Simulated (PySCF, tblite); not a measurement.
# CH₉O₂Si₃ radical: geometry, infrared bands and EPR parameters

Aim: predict the infrared bands and EPR parameters of CH₉O₂Si₃ radical (`O[CH][Si@H]([SiH3])O[SiH3]`).

Computed with tblite 0.8.0 and PySCF 2.14.0, with density-fitted response routines of our own, on a single molecule in the gas phase. Atoms count from 0, in the outputs and in this text.

## 1. The starting structure

15 atoms, charge 0, multiplicity 2; geometry from: force field or distance geometry start.

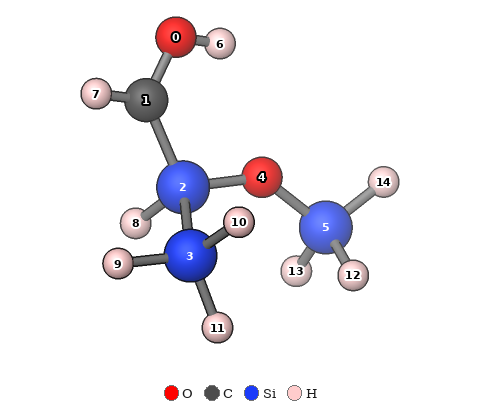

The starting geometry (oxygen red, carbon dark grey, silicon blue, hydrogen pink), atoms numbered.

## 2. Geometry optimisation with GFN2-xTB

The job: settings as JSON, then the geometry in Å.

```
{"job": {"kind": "relax", "xc": "GFN2-xTB", "basis": "xTB"}, "charge": 0, "multiplicity": 2}
O     -2.330600    -1.778700    -0.853900
C     -2.074000    -0.909200     0.171700
Si    -0.409700    -0.288200     0.581700
Si    -0.477700     2.042300     0.793100
O      0.660600    -0.762100    -0.587400
Si     2.276800    -0.629800    -0.922400
H     -1.538300    -2.008400    -1.365500
H     -2.943600    -0.674600     0.766600
H      0.023800    -0.881400     1.868100
H     -1.454000     2.432200     1.860000
H     -0.872200     2.675800    -0.484100
H      0.866400     2.536700     1.187000
H      2.621500     0.806400    -1.054600
H      3.063300    -1.214600     0.195500
H      2.583400    -1.338400    -2.177700
```

The run is started by

```sh
$ OMP_NUM_THREADS=1 python probes_run.py task.json out
```

The driver reads the jobs from task.json and runs them one after another.

The log of the run:

```text
step      E/eV     max force
  0    -546.04627    0.975
  1    -546.09303    0.476
  2    -546.14241    0.563
  3    -546.15712    0.403
  4    -546.17241    0.270
  5    -546.18005    0.266
  6    -546.19217    0.301
  7    -546.20291    0.362
  8    -546.21372    0.299
  9    -546.22036    0.198
 10    -546.22415    0.131
 11    -546.22635    0.143
 12    -546.22844    0.135
 13    -546.23109    0.126
 14    -546.23401    0.152
 15    -546.23651    0.130
 16    -546.23840    0.142
 17    -546.24023    0.140
 18    -546.24279    0.162
 19    -546.24654    0.237
 20    -546.25093    0.225
 21    -546.25497    0.162
 22    -546.25863    0.170
 23    -546.26274    0.221
 24    -546.26832    0.317
 25    -546.27506    0.313
 26    -546.28109    0.211
 27    -546.28541    0.156
 28    -546.28860    0.141
 29    -546.29062    0.102
 30    -546.29212    0.109
 31    -546.29376    0.105
 32    -546.29529    0.145
 33    -546.29662    0.108
 34    -546.29734    0.051
 35    -546.29773    0.050
 36    -546.29821    0.067
 37    -546.29918    0.108
 38    -546.30017    0.106
 39    -546.30083    0.058
 40    -546.30113    0.043
 41    -546.30136    0.039
 42    -546.30172    0.053
 43    -546.30223    0.067
 44    -546.30280    0.059
 45    -546.30325    0.048
 46    -546.30363    0.050
 47    -546.30394    0.036
 48    -546.30413    0.031
 49    -546.30427    0.025
 50    -546.30441    0.026
 51    -546.30459    0.032
 52    -546.30477    0.027
 53    -546.30490    0.026
 54    -546.30497    0.019
 55    -546.30504    0.019
 56    -546.30512    0.018
 57    -546.30520    0.019
 58    -546.30526    0.022
 59    -546.30531    0.022
 60    -546.30538    0.022
 61    -546.30546    0.020
 62    -546.30552    0.015
 63    -546.30555    0.014
 64    -546.30557    0.013
 65    -546.30561    0.019
 66    -546.30567    0.028
 67    -546.30575    0.029
 68    -546.30581    0.018
 69    -546.30584    0.011
 70    -546.30585    0.010
 71    -546.30588    0.015
 72    -546.30592    0.028
 73    -546.30601    0.038
 74    -546.30610    0.033
 75    -546.30616    0.015
 76    -546.30618    0.011
 77    -546.30619    0.010
```

Run time: 0.57 s. Hardware: 1 thread of Arm Neoverse V1, shared host.

Step by step: (not every step is listed)

| step | energy from step 0 (eV) | largest force (eV/Å) |
| --- | --- | --- |
| 0 | 0.0000 | 0.9750 |
| 1 | -0.0468 | 0.4764 |
| 2 | -0.0961 | 0.5630 |
| 3 | -0.1108 | 0.4032 |
| 4 | -0.1261 | 0.2702 |
| 5 | -0.1338 | 0.2661 |
| 6 | -0.1459 | 0.3012 |
| 7 | -0.1566 | 0.3622 |
| 8 | -0.1674 | 0.2991 |
| 14 | -0.1877 | 0.1521 |
| 20 | -0.2047 | 0.2251 |
| 26 | -0.2348 | 0.2107 |
| 32 | -0.2490 | 0.1455 |
| 38 | -0.2539 | 0.1060 |
| 44 | -0.2565 | 0.0590 |
| 50 | -0.2581 | 0.0260 |
| 56 | -0.2588 | 0.0180 |
| 62 | -0.2592 | 0.0152 |
| 68 | -0.2595 | 0.0179 |
| 72 | -0.2596 | 0.0284 |
| 73 | -0.2597 | 0.0377 |
| 74 | -0.2598 | 0.0333 |
| 75 | -0.2599 | 0.0153 |
| 76 | -0.2599 | 0.0108 |
| 77 | -0.2599 | 0.0095 |

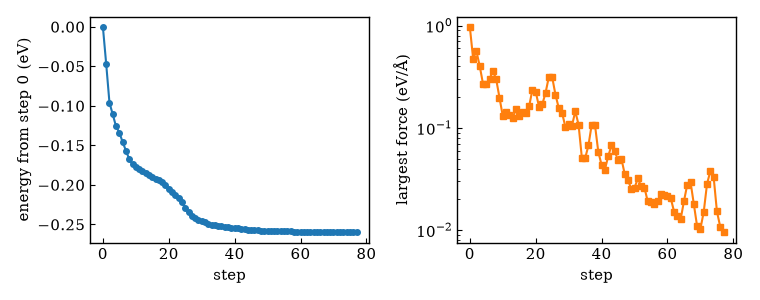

Energy and force, step by step.

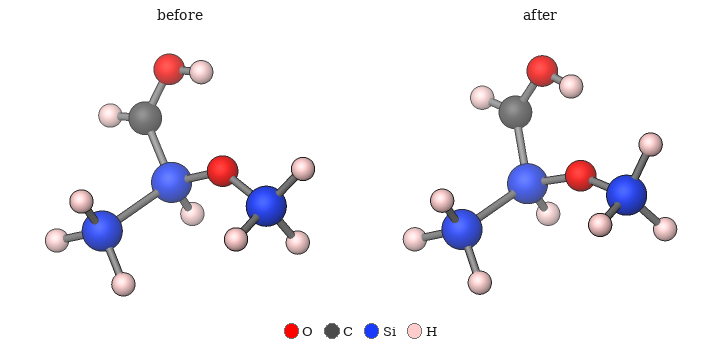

Before and after, at one scale.

Distances of close pairs at the start and the end, largest changes first:

| bond | before (Å) | after (Å) | change (Å) |
| --- | --- | --- | --- |
| O4–Si5 | 1.656 | 1.613 | -0.042 |
| Si3–H9 | 1.498 | 1.467 | -0.031 |
| Si2–Si3 | 2.341 | 2.314 | -0.027 |
| Si5–H13 | 1.487 | 1.460 | -0.026 |
| C1–Si2 | 1.823 | 1.848 | +0.025 |
| Si5–H12 | 1.483 | 1.462 | -0.021 |
| Si3–H11 | 1.485 | 1.470 | -0.016 |
| O0–C1 | 1.369 | 1.358 | -0.011 |

The end geometry stands in the next job.

## 3. Vibrational analysis with GFN2-xTB

The job: settings as JSON, then the geometry in Å.

```
{"job": {"kind": "ir", "xc": "GFN2-xTB", "basis": "xTB"}, "charge": 0, "multiplicity": 2}
O     -1.917710    -1.713993    -1.065771
C     -1.951766    -1.070185     0.128903
Si    -0.476220    -0.196387     0.818412
Si    -0.468108     2.117216     0.852189
O      0.662121    -0.701824    -0.263527
Si     2.122263    -0.719943    -0.949775
H     -0.994511    -1.754438    -1.351573
H     -2.962110    -0.981822     0.497738
H     -0.071517    -0.811727     2.095683
H     -1.431318     2.600607     1.847963
H     -0.831409     2.744932    -0.425007
H      0.833251     2.692437     1.220424
H      2.513110     0.661777    -1.225566
H      3.053467    -1.365229    -0.028124
H      1.916042    -1.493431    -2.173881
```

The log of the run:

```text
mode    cm-1     km/mol
  1       9.7      0.05
  2      40.0      0.00
  3      52.5      0.24
  4      54.1      0.39
  5      64.6      0.09
  6     107.1      4.17
  7     157.8     10.92
  8     194.2     16.72
  9     355.1      7.72
 10     394.4     12.51
 11     424.9     34.26
 12     434.2     11.67
 13     458.4      4.70
 14     572.7      0.97
 15     596.4     34.75
 16     625.1     41.92
 17     639.9    129.62
 18     652.2    235.64
 19     670.8    283.61
 20     769.6     63.82
 21     772.5    310.10
 22     784.8    222.79
 23     786.2    403.60
 24     799.8    259.24
 25     818.7    132.98
 26     833.6    347.92
 27    1056.3    565.88
 28    1113.3    159.88
 29    1245.2     20.47
 30    1360.3    219.19
 31    2115.4    241.86
 32    2200.5    332.14
 33    2213.3    227.48
 34    2225.1    357.50
 35    2254.7    377.37
 36    2260.5    376.79
 37    2282.2    160.75
 38    3080.6     27.23
 39    3467.8     24.00
```

It took 0.57 s on 1 thread of Arm Neoverse V1, shared host.

Which atoms move in the most intense modes:

| cm⁻¹ | km/mol | atoms |
| --- | --- | --- |
| 772 | 310.1 | H14 33 %, H13 17 %, C1 16 %, Si2 13 % |
| 786 | 403.6 | H12 24 %, H13 23 %, H10 16 %, H9 15 % |
| 834 | 347.9 | H14 30 %, H12 24 %, H13 23 %, Si5 12 % |
| 1056 | 565.9 | O4 78 %, Si5 13 % |
| 2200 | 332.1 | H11 91 % |
| 2225 | 357.5 | H9 96 % |
| 2255 | 377.4 | H14 53 %, H12 41 % |
| 2260 | 376.8 | H12 38 %, H14 36 %, H13 21 % |

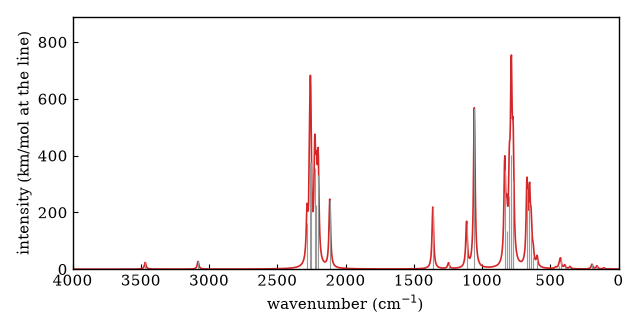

The infrared spectrum from these modes, unscaled. Lines are broadened to a width of 14 cm⁻¹ (Lorentzian).

## 4. g tensor and hyperfine couplings: B3LYP/pcH-1

Same as in step 3 but for these lines:

```diff
@@ -1,2 +1,2 @@
-{"job": {"kind": "ir", "xc": "GFN2-xTB", "basis": "xTB"}, "charge": 0, "multiplicity": 2}
+{"job": {"kind": "epr", "basis": "pcH-1"}, "charge": 0, "multiplicity": 2}
 O     -1.917710    -1.713993    -1.065771
```

Method: UKS B3LYP, pcH-1 on C H O Si, non-relativistic, mean-field spin-orbit, GIAO.

The log of the run:

```text
UKS, coarse grid
  cycle   1  E = -1062.33795227  |g| = 7.22e-01
  cycle   2  E = -1061.91291059  |g| = 1.27e+00
  cycle   3  E = -1062.50416939  |g| = 1.05e-01
  cycle   4  E = -1062.50804956  |g| = 4.46e-02
  cycle   5  E = -1062.50887190  |g| = 1.39e-02
  cycle   6  E = -1062.50894967  |g| = 4.50e-03
  cycle   7  E = -1062.50895677  |g| = 1.67e-03
  cycle   8  E = -1062.50895758  |g| = 4.84e-04
UKS, final grid
  cycle   1  E = -1062.50890443  |g| = 5.94e-04
  cycle   2  E = -1062.50890420  |g| = 1.02e-03
  cycle   3  E = -1062.50890458  |g| = 7.71e-05
  cycle   4  E = -1062.50890458  |g| = 2.75e-05
E = -1062.50890458 Eh   <S^2> = 0.7533 (exact 0.7500)
g shifts (ppm)      1          2          3
  rmc          -187       -187       -187
  gc             -9         38         20
  oz_so          32       1312       2755
  total        -164       1163       2588
hyperfine (MHz)  atom isotope    a_iso     a_fc   dipolar eigenvalues
    0   17O     -23.46     -23.52    -78.16     38.13     40.04
    1   13C      81.91      81.93    -66.99    -65.63    132.63
    2  29Si      40.23      40.28     -1.95     -0.95      2.90
    3  29Si     -59.99     -60.05     -8.82      3.90      4.92
    4   17O       1.29       1.29     -0.59      0.17      0.42
    5  29Si       0.76       0.76     -0.30      0.14      0.16
    6    1H     -14.36     -14.39    -14.78    -10.23     25.01
    7    1H     -50.24     -50.27    -31.44     -0.97     32.41
    8    1H      46.94      46.94     -3.40     -1.99      5.39
    9    1H      -2.08      -2.08     -1.31     -0.86      2.18
   10    1H      -2.17      -2.17     -1.54     -0.87      2.41
   11    1H      17.62      17.62     -1.22     -0.53      1.74
   12    1H       0.25       0.25     -0.65     -0.53      1.18
   13    1H       0.22       0.22     -0.59     -0.55      1.14
   14    1H       0.02       0.01     -0.81     -0.76      1.57
```

It took 81 s on 1 thread of Arm Neoverse V1, shared host; peak memory 1 GiB.

Principal g values 2.00216, 2.00348, 2.00491; g(iso) = 2.00352, against 2.00232 for a free electron.

Hyperfine couplings; where a row names several nuclei, a(iso) is their mean (it holds for fast rotation or exchange) and the dipolar term the largest among them:

| nuclei | isotope | a(iso) (MHz) | a(iso) (G, at g = 2.0023) | largest dipolar term (MHz) |
| --- | --- | --- | --- | --- |
| C1 | 13C | 81.9 | 29.2 | 132.6 |
| Si3 | 29Si | -60.0 | -21.4 | -8.8 |
| H7 | 1H | -50.2 | -17.9 | 32.4 |
| H8 | 1H | 46.9 | 16.7 | 5.4 |
| Si2 | 29Si | 40.2 | 14.4 | 2.9 |
| O0 | 17O | -23.5 | -8.4 | -78.2 |
| H6 | 1H | -14.4 | -5.1 | 25.0 |
| H9, H10, H11 | 1H | 4.5 | 1.6 | 2.4 |
| O4 | 17O | 1.3 | 0.5 | -0.6 |
| Si5 | 29Si | 0.8 | 0.3 | -0.3 |
| H12, H13, H14 | 1H | 0.2 | 0.1 | 1.6 |

Mulliken spin populations:

O0 0.16; C1 0.82; Si2 -0.01; Si3 0.04; O4 0.00; Si5 0.00; H6 -0.01; H7 -0.04; H8 0.02; H9 0.00; H10 0.00; H11 0.01; H12 0.00; H13 0.00; H14 0.00

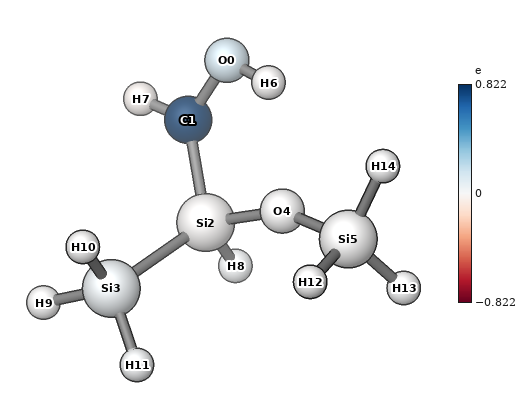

Mulliken spin populations, as colours on the atoms.

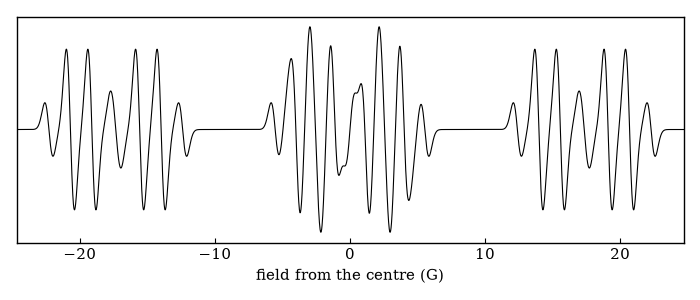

First-order isotropic spectrum (first derivative, main isotopes with spin only, couplings over 0.8 MHz, Gaussian width 0.3 G; couplings of the frozen geometry, rotation of groups not averaged beyond the rows shown).

Orbitals, density, ELF and potential are computed afterwards from the orbital file.

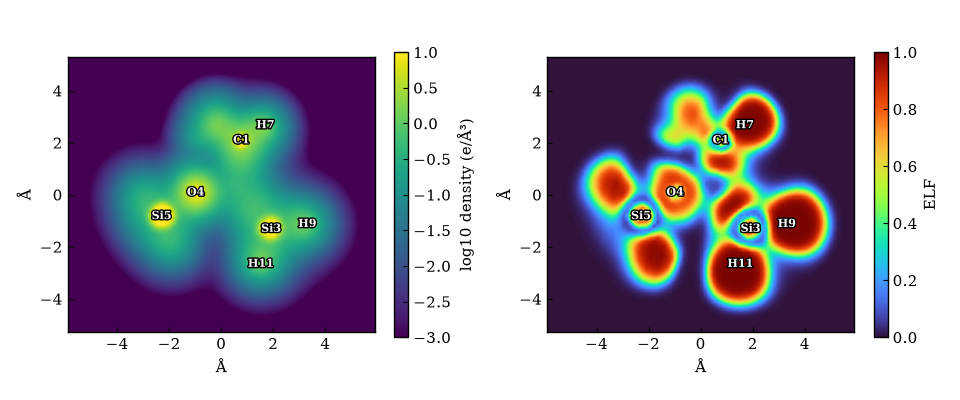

Density (left) and ELF (right) in a plane through or near 7 of the atoms.

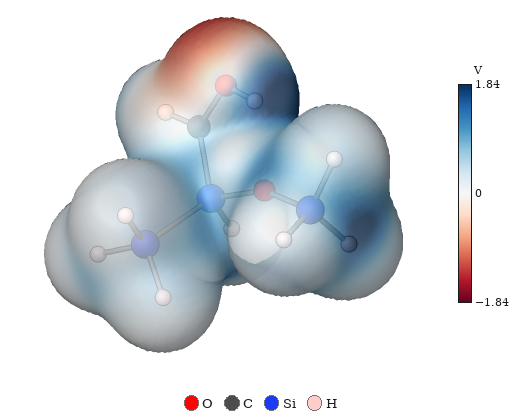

The potential that a unit positive charge feels on the 0.002 e/bohr³ surface, from -1.24 V near O0 to 1.84 V near H6.

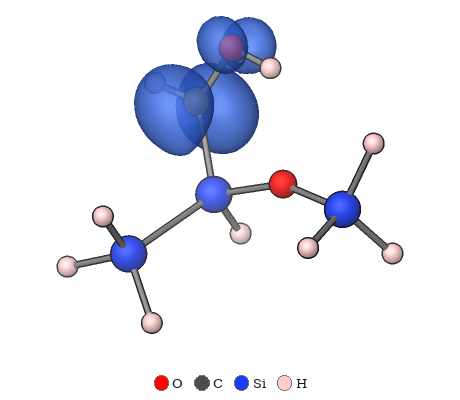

Spin density at ±0.04 e/Å³ (alpha excess blue, beta excess red).

## 5. Results

| quantity | value |
| --- | --- |
| strongest single infrared mode (GFN2-xTB) | 1056 cm⁻¹, 566 km/mol |
| zero-point energy (GFN2-xTB) | 55.7 kcal/mol |
| g(iso) (B3LYP) | 2.00352 |
| ⟨S²⟩ | 0.753 (exact 0.75) |
| largest a(iso) (averaged by class) | 13C on C1, 81.9 MHz |
| potential on the surface of density 0.002 e/bohr³, 1st and 99th percentile | -1.24 V and 1.84 V |

In words: Over 77 steps the energy fell by 0.260 eV; of the close pairs, O4–Si5 changed most, 1.656 to 1.613 Å. No mode is imaginary among the 39: a minimum at this level. The strongest single mode, at 1056 cm⁻¹, moves mainly O4. Unscaled tight-binding wavenumbers are off by several per cent, some by more. Its intensities can rank the bands wrongly. C1 carries the largest spin population, 0.82 e. The isotropic g lies 1.2 ppt above the free-electron value. These values are for one conformer; the search (at its own cheap level) found 2 more, at 0.01, 3.10 kcal/mol (those within 0.05 may be mirror or relabelled copies), and measured spectra average over such forms.
